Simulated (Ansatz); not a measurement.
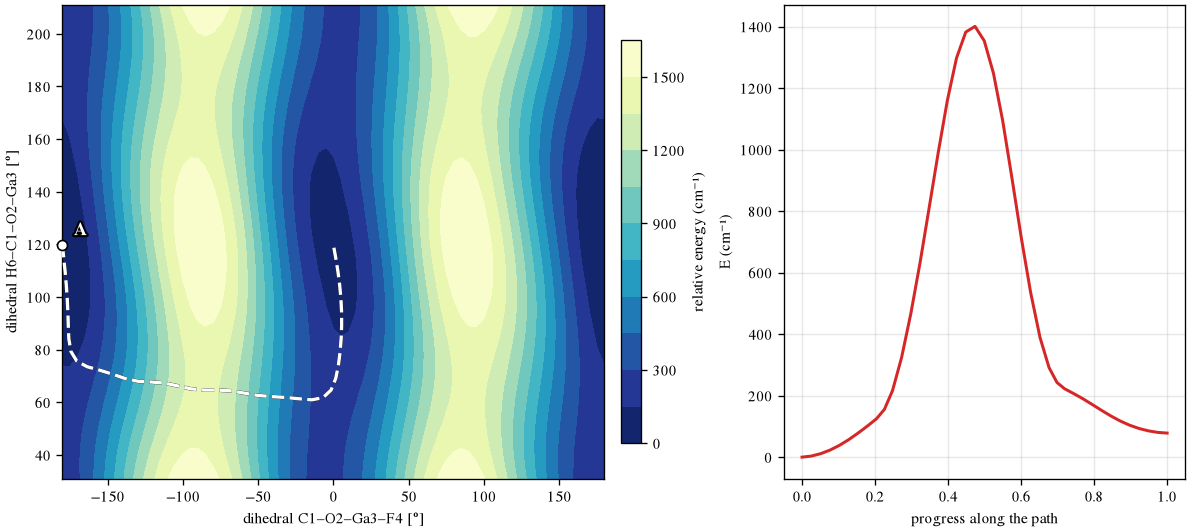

CH₃BrFGaO, SMILES C[O][Ga]([F])[Br]. 
- First axis: dihedral C1–O2–Ga3–F4. Second axis: dihedral H6–C1–O2–Ga3.
- Nothing is relaxed (all other coordinates rigid).
- The grid has 9 × 9 points.
- Energies: cm⁻¹, counted from the lowest grid point.
- These are results of RKS PBE0-D4/def2-SVP (Ansatz 0.2.0), not measurements.

In the figure: filled contours, a line along the lowest path, the energy along the path at the right, the start A. Between grid points the surface is interpolated.

### Describe the path and its barrier.

The easiest path leads from the well at dihedral C1–O2–Ga3–F4 = −180°, dihedral H6–C1–O2–Ga3 = 121.0° to the well at about dihedral C1–O2–Ga3–F4 = 0°, dihedral H6–C1–O2–Ga3 = 120°, about 78 cm⁻¹ higher (on a rigid scan; wells that are mirror images or exchange like atoms can differ by this much). Its highest point lies about 1400 cm⁻¹ above the bottom of the first well on the interpolated surface, at about dihedral C1–O2–Ga3–F4 = −85°, dihedral H6–C1–O2–Ga3 = 65°. The start is the relaxed structure and all else is held, so a fully relaxed path at this level can only be lower.
